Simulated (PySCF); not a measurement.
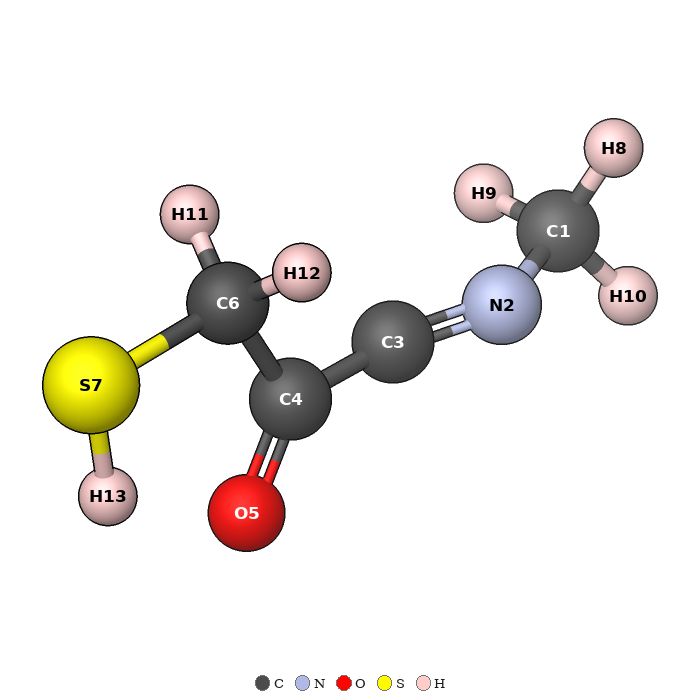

Charge 0, doublet. The computed structure is the end point of a GFN2-xTB optimisation. No frequency run is at hand to confirm it as a minimum. Level of theory: UKS B3LYP, pcH-1 on C H N O S, non-relativistic (PySCF 2.14.0).

Give the isotropic hyperfine couplings (Fermi-contact term alone) of C1, N2, C3, C4, O5, C6, S7, H8, H9, H10, H11, H12, H13.

| atom | isotope | a_iso (MHz) |
| --- | --- | --- |
| C1 | 13C | 59.7 |
| N2 | 14N | 35.1 |
| C3 | 13C | 9.6 |
| C4 | 13C | −9.5 |
| O5 | 17O | −23.8 |
| C6 | 13C | −7.6 |
| S7 | 33S | 0.5 |
| H8 | 1H | −1.3 |
| H9 | 1H | 37.5 |
| H10 | 1H | −2.0 |
| H11 | 1H | 25.5 |
| H12 | 1H | 21.3 |
| H13 | 1H | −0.3 |
